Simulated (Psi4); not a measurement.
# Two attempts at triplet BBrCl2

Wanted: energy and gradient of triplet BBrCl2, UHF/3-21G.

The calculation is run with Psi4 1.11.

12 further runs of the same task are left out: 10 that didn't finish, 2 set aside as unsound or not needed.

### Step 1. The system as given

BBrCl2 has 4 atoms, charge 0, and is taken as a triplet. As SMILES of the parent species, `ClB(Cl)Br`. The shape is that of a PBE0-D4/def2-TZVP optimisation. That shape belongs to the parent species and isn't relaxed for this state.

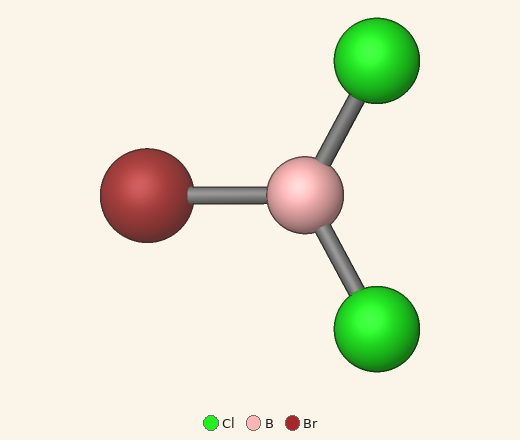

The structure, seen from a chosen angle (chlorine green, boron pink, bromine red).

### Step 2. First attempt

Contents of bbrcl2.in:

```
memory 1.6 GB

molecule {
  0 3
  Cl     0.582100     0.666000     1.510800
  B      0.037200    -0.038100     0.022100
  Cl     0.444300    -1.679200    -0.365600
  Br    -1.008100     0.991100    -1.187600
  units angstrom
  symmetry c1
  no_reorient
  no_com
}

set {
  reference uhf
  puream true
  e_convergence 1e-09
  d_convergence 1e-06
  scf_type pk
  maxiter 100
  mom_start 5
}

energy_value, wavefunction = gradient("scf/3-21G", return_wfn=True)
print_variables()
```

Command:

```console
psi4 -i bbrcl2.in -o bbrcl2.out -n 1
```

bbrcl2.out:

```text
Psi4 1.11 release

gradient() will perform analytic gradient computation.

   => Loading Basis Set <=

    Name: 3-21G
    Role: ORBITAL
    Keyword: BASIS

         ---------------------------------------------------------
                                   SCF
                              UHF Reference
                        1 Threads,   1525 MiB Core
         ---------------------------------------------------------

  ==> Geometry <==

    Molecular point group: c1
    Full point group: C1

    Geometry (in Angstrom), charge = 0, multiplicity = 3:

       Center              X                  Y                   Z               Mass
    ------------   -----------------  -----------------  -----------------  -----------------
         CL           0.582100000000     0.666000000000     1.510800000000    34.968852682000
         B            0.037200000000    -0.038100000000     0.022100000000    11.009305360000
         CL           0.444300000000    -1.679200000000    -0.365600000000    34.968852682000
         BR          -1.008100000000     0.991100000000    -1.187600000000    78.918337600000

  Running in c1 symmetry.

[... 78 lines left out ...]
   @UHF iter   1: -3498.98137876986084   -1.20336e+00   6.33169e-03 ADIIS/DIIS
[... 2 lines left out ...]
   @UHF iter   4: -3499.06226133593645   -4.34098e-03   5.71719e-04 ADIIS/DIIS
[... 2 lines left out ...]
   @UHF iter   7: -3499.05511048071639    1.26036e-02   4.42413e-04 ADIIS/DIIS/MOM
[... 3 lines left out ...]
   @UHF iter  91: -3218.52177087038308   -7.32367e+01   1.01809e-02 ADIIS/DIIS/MOM
[... 2 lines left out ...]
   @UHF iter  94: -3215.47388832925435   -5.61222e+01   9.21973e-03 ADIIS/DIIS/MOM
[... 2 lines left out ...]
   @UHF iter  97: -3214.92340467675831    9.82423e+00   2.59110e-02 ADIIS/DIIS/MOM
[... 2 lines left out ...]
   @UHF iter 100: -3213.67951521488021   -5.22138e-02   3.09207e-02 ADIIS/DIIS/MOM
[... 1 line left out ...]
PsiException: Could not converge SCF iterations in 100 iterations.

  Failed to converge.

psi4.driver.p4util.exceptions.SCFConvergenceError: Could not converge SCF iterations in 100 iterations.

Printing out the relevant lines from the Psithon --> Python processed input file:
    core.set_global_option("E_CONVERGENCE", 1e-09)
    core.set_global_option("D_CONVERGENCE", 1e-06)
    core.set_global_option("SCF_TYPE", "pk")
    core.set_global_option("MAXITER", 100)
    core.set_global_option("MOM_START", 5)
--> energy_value, wavefunction = gradient("scf/3-21G", return_wfn=True)
    print_variables()

!-------------------------------------------------------!
!                                                       !
!  Could not converge SCF iterations in 100 iterations. !
!                                                       !
!-------------------------------------------------------!

    Psi4 run time: 0:00:02.92
```

It took 4.5 s on 1 thread of AMD EPYC 7R43 (Zen 3), shared host; peak memory 0.2 GiB.

### Step 3. What went wrong

No converged result was reached.

The telling line is `Could not converge SCF iterations in 100 iterations.`. In place of `mom_start 5` the sound input has `soscf true`, `soscf_start_convergence 0.001`. These settings are changed for another try; the log doesn't prove which change is needed.

### Step 4. The mended input

Changes to bbrcl2.in since step 2:

```diff
@@ -21,3 +21,4 @@
   maxiter 100
-  mom_start 5
+  soscf true
+  soscf_start_convergence 0.001
 }
```

Command:

```console
psi4 -i bbrcl2.in -o bbrcl2.out -n 1
```

bbrcl2.out (excerpt; [...] marks lines left out):

```text
[...]
  Running in c1 symmetry.
[...]
  Nuclear repulsion =  351.409229119585689
[...]
  Multiplicity = 3
[...]
  Nalpha       = 38
  Nbeta        = 36
[...]
    Number of basis functions: 57
[...]
   @UHF iter   1: -3498.98137876986084   -1.20336e+00   6.33169e-03 ADIIS/DIIS
[...]
   @UHF iter  60: -3499.08329261138442   -1.80535e-10   2.31139e-08 SOSCF, nmicro=conv
[...]
   @S^2 Observed:                2.013997458E+00
[...]
  @UHF Final Energy: -3499.08329261138442
   => Energetics <=
    Nuclear Repulsion Energy =            351.4092291195856887
    One-Electron Energy =               -5566.2609772837513447
    Two-Electron Energy =                1715.7684555527812336
    Total Energy =                      -3499.0832926113844223
  UHF NO Occupations:
  HONO-2 :   36  A 1.9951108
  HONO-1 :   37  A 1.0000000
[...]
 Multipole Moments:
 ------------------------------------------------------------------------------------
     Multipole            Electronic (a.u.)      Nuclear  (a.u.)        Total (a.u.)
 ------------------------------------------------------------------------------------
 L = 1.  Multiply by 2.5417464519 to convert [e a0] to [Debye]
 Dipole X            :         32.0923664          -33.3512095           -1.2588431
 Dipole Y            :        -31.4026099           32.6423732            1.2397633
 Dipole Z            :         40.0926787          -41.5495973           -1.4569186
 Magnitude           :                                                    2.2900460
[...]
  -Total Gradient:
     Atom            X                  Y                   Z
    ------   -----------------  -----------------  -----------------
       1       -0.009095199169    -0.030969950231    -0.038118156921
       2       -0.019778484950     0.019560394844    -0.022934165000
       3       -0.004649653712     0.044430335276     0.022237632046
       4        0.033523338042    -0.033020779681     0.038814690014
[...]
```

Run time: 13 s. Hardware: 1 thread of AMD EPYC 7R43 (Zen 3), shared host; peak memory 0.21 GiB.

### Step 5. Results

At UHF/3-21G:

```
                          quantity           value
                      total energy  -3499.08329 Eh
                     dipole moment          5.82 D
HOMO energy (highest over α and β)        -6.60 eV
 LUMO energy (lowest over α and β)        -3.87 eV
                              ⟨S²⟩           2.014
          largest force on an atom      3.137 eV/Å
```
